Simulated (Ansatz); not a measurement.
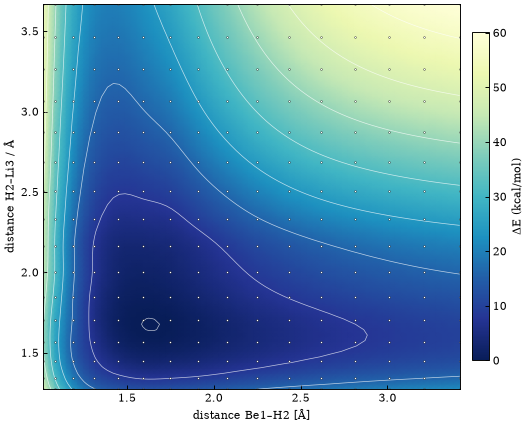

The system Be + HLi. First axis: distance Be1–H2. Second axis: distance H2–Li3. Nothing is relaxed (the angle Be1–H2–Li3 is fixed at 140 degrees). The grid has 16 × 16 points. Points are written as (first, second). Energies: kcal/mol, counted from the lowest grid point. The reference is spin-restricted, so regions where a bond is pulled apart into radicals lie too high. Computed with RKS PBE-D4/aug-cc-pVTZ (Ansatz 0.2.0).

Drawn: a smooth colour map with a few white contour lines, dots at the grid points. Between grid points the surface is interpolated.

The lowest grid point is at (1.591 Å, 1.702 Å). No other kind of well shows on this grid. The highest grid point, (3.416 Å, 3.672 Å), lies 60.1 kcal/mol above the lowest. Round the minimum the two coordinates are weakly coupled (coupling 0.11 in units of the two stiffnesses).

The level of theory is changed to RHF/aug-cc-pVTZ in Ansatz 0.2.0; with it change the reference geometry, relaxed at the new level; the new grid has 17 × 17 points.

What will the new map look like?

Answer. The minimum (interpolated where it lies between grid points) moves from about (1.635 Å, 1.674 Å) to about (1.680 Å, 1.616 Å). The curvature at the minimum changes from about 2.3 to 1.5 eV/Å² along distance Be1–H2 and from about 3.9 to 5.6 eV/Å² along distance H2–Li3.

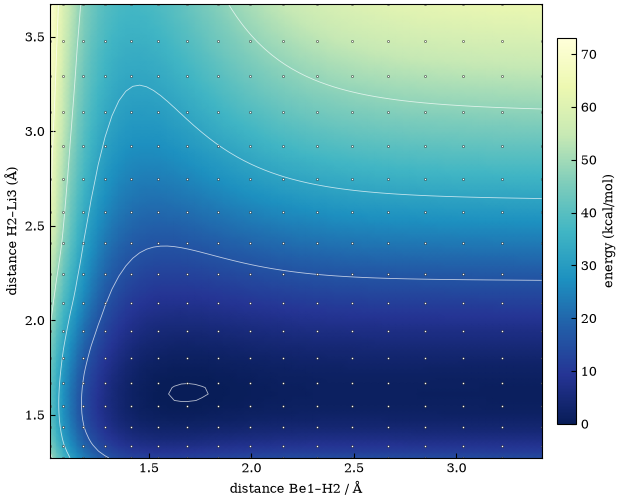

The map after the change, on a colour scale of its own. The picture shows a smooth colour map with a few white contour lines, dots at the grid points. Between grid points the surface is interpolated.
